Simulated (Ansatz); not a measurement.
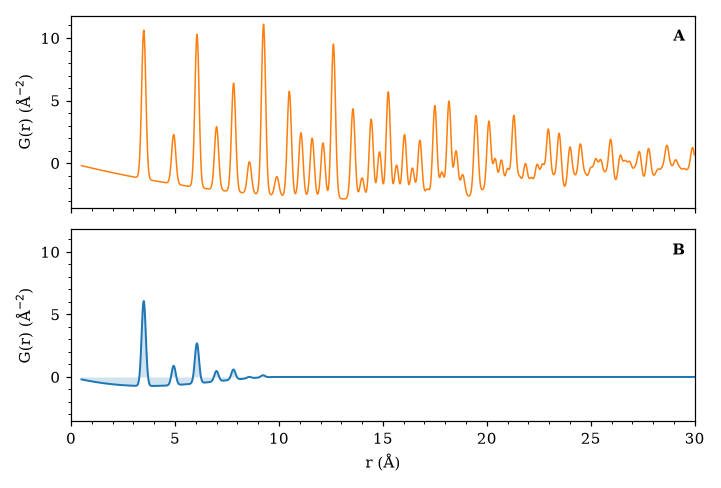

The curve is a calculated X-ray PDF: distances of the static structure, each pair weighted by the product of the atomic numbers (X-ray weights at Q = 0), broadened by Gaussians with σ = 0.10 Å, for spherical particles of Pb with the bulk structure: the bulk G(r) is multiplied by the envelope of a sphere of diameter D, 1 − 3r/2D + r³/2D³, with no surface relaxation. The number density is 0.033 atoms per Å³. Basis of the simulation: the input geometry of an electronic-structure calculation (not necessarily at equilibrium).

Question: The diameters are 10 and 40 Å. Which curve belongs to which?

Answer: curve A: 40 Å; curve B: 10 Å. The smaller the particle, the sooner the oscillations die out.
